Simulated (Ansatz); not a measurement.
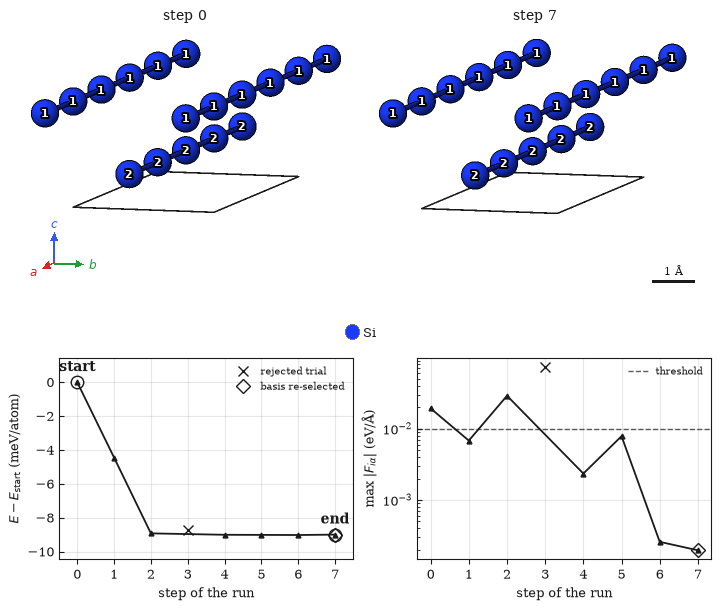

First and last geometry of a relaxation of a free-standing layer of Si (a generated structure, set up in Pmmn), with the history of the run. A ball-and-stick model of the 3 × 1 repeat of the cell, outlined in the plane, without the vacuum, seen slightly off an axis.

Level of theory: DFT PBE, scalar-relativistic, plane waves, PAW (Ansatz).

Input
```yaml
crystal:
  lattice:
    - [2.4040402747, 0.0, 0.0]
    - [0.0, 3.497627921, 0.0]
    - [0.0, 0.0, 27.40863424]
  atoms:
    - { symbol: Si, position: [0.0, 0.0, 0.3200201587] }
    - { symbol: Si, position: [0.5, 0.5, 0.2637374945] }
  periodic: [true, true, false]
basis:
  ecutwfc: 420
kpoints:
  mp_grid: { grid: [22, 16, 1] }
hamiltonian:
  xc: pbe
scf:
  occupations: { method: gaussian, width: 0.1 }
output:
  forces: true
  stress: true
  eigenvalues: true
relax:
  adjacent_minimum: "off"
  f_tol: 0.01
  max_steps: 80
  cell: { stress_2d_tol: 0.02 }
```

Launched with:
```bash
ansatz run input.yaml --threads 1 --pin off --max-ram 2048MiB --backend cpu --events-out ev --progress --plain --runs-dir out
```

> Did the run converge, and what did it change?

It converged. The largest moves relative to the cell and the layer's centre, 0.017 Å, are those of Si1 and Si2. Si1 goes along the normal (+c). In the plane the drawn cell goes a 7.212 → 7.337 Å (+1.7 %), b 3.498 → 3.370 Å (−3.6 %). Some distances before and after: Si1–Si1 2.404 → 2.446 Å. The energy falls by 9.0 meV per atom in 5 accepted moves (7 points after the start). The largest force component goes from 0.019 to 0.0002 eV/Å. The line search rejected the trial step at point 3 of the run. The SCF was repeated once at an unchanged geometry on a basis and grid sized afresh for the cell, which shifted the energy by less than 0.05 meV per atom at most. The run took 3.1 min on 1 thread of Intel(R) Xeon(R) Platinum 8259CL CPU @ 2.50GHz (Skylake/Cascade Lake), with other jobs on the host, peak memory 0.65 GiB.

```tsv
step	E − E(0), meV/atom	largest force component, eV/Å	note
0	0.00	0.0192	
1	-4.45	0.0068	
2	-8.92	0.0290	
3	-8.74	0.0735	rejected
4	-9.00	0.0023	
5	-9.01	0.0079	
6	-9.02	0.0003	
7	-8.99	0.0002	same geometry, new basis
```
